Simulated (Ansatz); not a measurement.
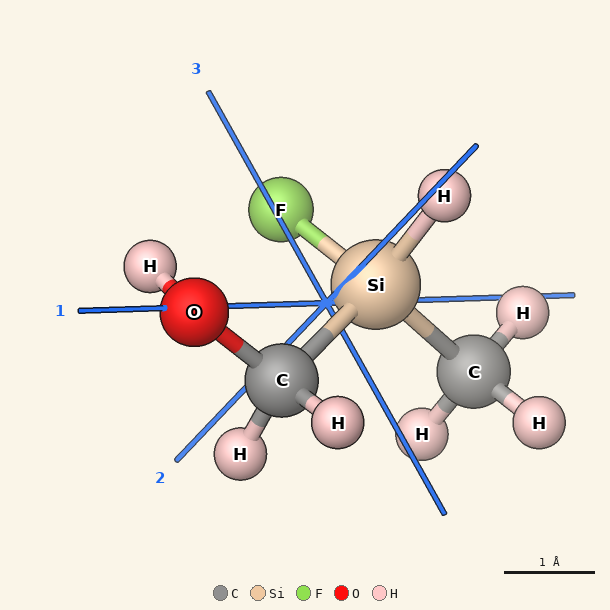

The three principal axes of inertia are drawn and numbered. Depth is shown by fading: the farther an atom, the more it takes the colour of the background. The geometry was computed by an optimisation with PBE0-D4/def2-TZVP. No frequency run is at hand to confirm it as a minimum. Masses are those of the most abundant isotopes; constants are for the rigid equilibrium geometry.

Q: Which line is the a axis (least moment of inertia), which b and which c?

A: a is line 1, b is line 3, c is line 2; the moments are 81.7, 192, 247 u Å².

Q: What kind of rotor is it, and what are its rotational constants in cm⁻¹?

A: An asymmetric top (C1): A = 0.206, B = 0.0879, C = 0.0683 cm⁻¹. Ray's parameter κ is −0.72, nearer the prolate limit.
